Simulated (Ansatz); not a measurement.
**Hypothetical zinc blende BiSb: response to strain**

Base system: BiSb in the zinc blende structure (space group F-43m, No. 216; a = 7.142 Å; a hypothetical phase, not in the database extracts checked; relaxed with 0.1 eV smearing).

Strains are applied to the cell and any free atomic positions relax.

The values are results of PBE in Ansatz (plane waves to 420 eV, PAW, scalar-relativistic without spin-orbit coupling), not measurements.

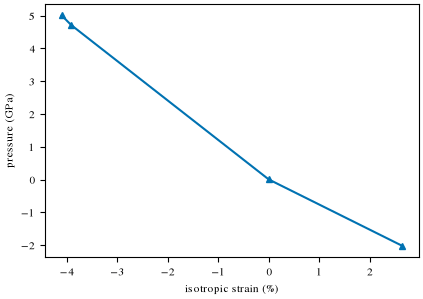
*Pressure against isotropic strain*

```json
[
 {"isotropic strain (%)": "-4.1", "pressure": "5.0 GPa"},
 {"isotropic strain (%)": "-3.91", "pressure": "4.7 GPa"},
 {"isotropic strain (%)": "2.64", "pressure": "-2.0 GPa"}
]
```

No phonon test of stability was made. All final runs are without spin polarisation.

Ansatz is an electronic-structure program.
